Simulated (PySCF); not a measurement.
## What a change does: excited-state calculation on CF₂

System: CF₂ (Difluoromethylene).
Method of the first run: TDDFT CAM-B3LYP/aug-cc-pVTZ, vertical, gas phase, core orbitals frozen in the response (PySCF 2.14.0).

The geometry comes from this level: PBE0-D3(BJ)/def2-TZVP. Text and figures count atoms from 1; the logs count them from 0 in places.

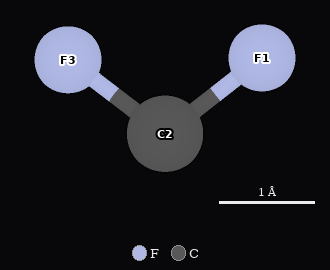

The structure (ball-and-stick view, seen on its broad side; atoms are numbered from 1 in the order of the input).

**Input, the first run**
```
{"job": {"kind": "uv", "xc": "CAM-B3LYP", "basis": "aug-cc-pVTZ", "ip": false, "dynamic": false}, "charge": 0, "multiplicity": 1}
F     -1.033824    -0.253472    -0.338703
C     -0.034815     0.458866     0.077631
F      1.016075    -0.233873    -0.232230
```

The first line tells a small driver script what to run in PySCF; the rest is the geometry in Å.

Command:
```bash
OMP_NUM_THREADS=1 python <driver script> task.json out
```

Hardware: 1 CPU thread, shared host.

**Output (the first run)**
```
coarse grid: 3264 points
cycle   1  E = -237.6622576988  dE =  3.879e-01  |g| = 6.752e-01  |ddm| = 2.814e+00
cycle   2  E = -237.6135699834  dE =  4.869e-02  |g| = 9.345e-01  |ddm| = 1.567e+00
cycle   3  E = -237.7385801197  dE = -1.250e-01  |g| = 5.837e-02  |ddm| = 8.870e-01
cycle   4  E = -237.7390553099  dE = -4.752e-04  |g| = 1.052e-02  |ddm| = 6.680e-02
cycle   5  E = -237.7390796622  dE = -2.435e-05  |g| = 2.077e-03  |ddm| = 2.005e-02
cycle   6  E = -237.7390813078  dE = -1.646e-06  |g| = 5.541e-04  |ddm| = 4.760e-03
final grid: 34416 points
cycle   7  E = -237.7354344097  dE = -2.517e-05  |g| = 3.550e-03  |ddm| = 3.965e-02
cycle   8  E = -237.7354334286  dE =  9.811e-07  |g| = 4.380e-03  |ddm| = 7.159e-03
cycle   9  E = -237.7354358938  dE = -2.465e-06  |g| = 2.433e-04  |ddm| = 4.009e-03
cycle  10  E = -237.7354359030  dE = -9.275e-09  |g| = 7.772e-05  |ddm| = 3.744e-04
cycle  11  E = -237.7354359039  dE = -8.833e-10  |g| = 3.479e-05  |ddm| = 1.101e-04
cycle  12  E = -237.7354359041  dE = -1.717e-10  |g| = 7.189e-06  |ddm| = 3.740e-05
converged SCF energy = -237.7354359041

Static polarisability (au): isotropic 16.528, principal 14.829 15.778 18.979

Singlet excitations
state   eV       nm        f      main configurations
  1   4.7927    258.7   0.03309   H->L 0.98
  2   8.3434    148.6   0.00000   H-1->L 0.99
  3   8.7092    142.4   0.02318   H->L+1 0.98
  4   8.9296    138.8   0.06069   H->L+2 0.92
  5   9.1658    135.3   0.05903   H->L+4 0.97
  6   9.1915    134.9   0.13861   H->L+3 0.98
  7  10.1779    121.8   0.07568   H-2->L 0.85
  8  11.1466    111.2   0.01127   H-3->L 0.98
  9  11.6694    106.2   0.00581   H->L+5 0.97
 10  11.7624    105.4   0.00318   H->L+6 0.44, H->L+8 0.23, H-4->L 0.16

Triplet excitations (Tamm-Dancoff, eV): 2.5033 8.0560 8.1563 8.3829
```

For the second run the input was changed thus:
```diff
-"xc": "CAM-B3LYP"
+"xc": "wB97X-D"
-"ip": false
+"ip": true
```

How does the second run compare with the first run?

The total energies belong to different methods, so their difference says nothing on which is more stable or more accurate. The HOMO goes from −10.45 to −10.83 eV. The LUMO goes from −1.10 to −0.33 eV. The dipole moment goes from 0.60 to 0.65 D. The lowest excitation goes from 4.79 to 4.83 eV. The strongest computed line goes from 9.19 to 9.12 eV. The functional changes from CAM-B3LYP to wB97X-D. The number of SCF iterations is the same.

**Output (the second run)**
```
coarse grid: 3264 points
cycle   1  E = -237.6479774064  dE =  3.742e-01  |g| = 6.781e-01  |ddm| = 2.755e+00
cycle   2  E = -237.6254115378  dE =  2.257e-02  |g| = 8.459e-01  |ddm| = 1.460e+00
cycle   3  E = -237.7263713474  dE = -1.010e-01  |g| = 5.263e-02  |ddm| = 7.892e-01
cycle   4  E = -237.7267799757  dE = -4.086e-04  |g| = 9.590e-03  |ddm| = 6.405e-02
cycle   5  E = -237.7268125605  dE = -3.258e-05  |g| = 1.997e-03  |ddm| = 2.176e-02
cycle   6  E = -237.7268150620  dE = -2.501e-06  |g| = 8.738e-04  |ddm| = 6.813e-03
final grid: 34416 points
cycle   7  E = -237.7272076243  dE = -6.166e-05  |g| = 6.978e-03  |ddm| = 4.333e-02
cycle   8  E = -237.7272067320  dE =  8.923e-07  |g| = 7.431e-03  |ddm| = 1.341e-02
cycle   9  E = -237.7272134754  dE = -6.743e-06  |g| = 6.388e-04  |ddm| = 6.862e-03
cycle  10  E = -237.7272135561  dE = -8.073e-08  |g| = 1.485e-04  |ddm| = 1.036e-03
cycle  11  E = -237.7272135636  dE = -7.474e-09  |g| = 7.162e-05  |ddm| = 3.510e-04
cycle  12  E = -237.7272135645  dE = -9.069e-10  |g| = 2.836e-05  |ddm| = 1.048e-04
converged SCF energy = -237.7272135645

Static polarisability (au): isotropic 16.526, principal 14.856 15.830 18.891

Singlet excitations
state   eV       nm        f      main configurations
  1   4.8329    256.5   0.03385   H->L 0.99
  2   8.3545    148.4   0.00000   H-1->L 0.99
  3   8.8444    140.2   0.01301   H->L+1 0.95
  4   8.9812    138.0   0.05493   H->L+2 0.92
  5   9.1176    136.0   0.13892   H->L+4 0.95
  6   9.1275    135.8   0.05242   H->L+3 0.97
  7  10.1985    121.6   0.07017   H-2->L 0.85
  8  11.1553    111.1   0.01121   H-3->L 0.98
  9  11.8315    104.8   0.00397   H-4->L 0.29, H->L+8 0.28, H->L+6 0.20
 10  11.8597    104.5   0.01225   H->L+5 0.96

Triplet excitations (Tamm-Dancoff, eV): 2.6548 8.0838 8.2612 8.5013
Vertical ionisation energy (delta-SCF) = 12.0498 eV
Vertical electron affinity (delta-SCF) = -0.3240 eV
```

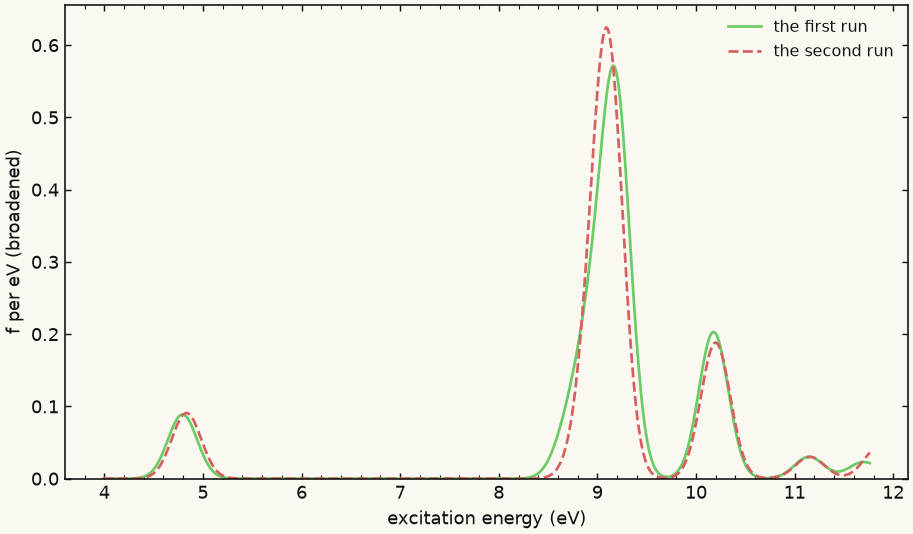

Absorption of the two runs from their computed states, each broadened by a Gaussian of 0.35 eV full width; the range ends where the shorter list of states ends.

**The two runs side by side**

| quantity | the first run | the second run |
| --- | --- | --- |
| outcome | converged | converged |
| total energy (hartree) | −237.735436 | −237.727214 |
| HOMO (eV) | −10.45 | −10.83 |
| LUMO (eV) | −1.10 | −0.33 |
| dipole moment (D) | 0.60 | 0.65 |
| lowest excitation (eV) | 4.79 | 4.83 |
| SCF iterations | 12 | 12 |
| strongest computed line (eV) | 9.19 | 9.12 |
| basis functions | 138 | 138 |
| wall time (shared host) | 4.2 s | 10 s |
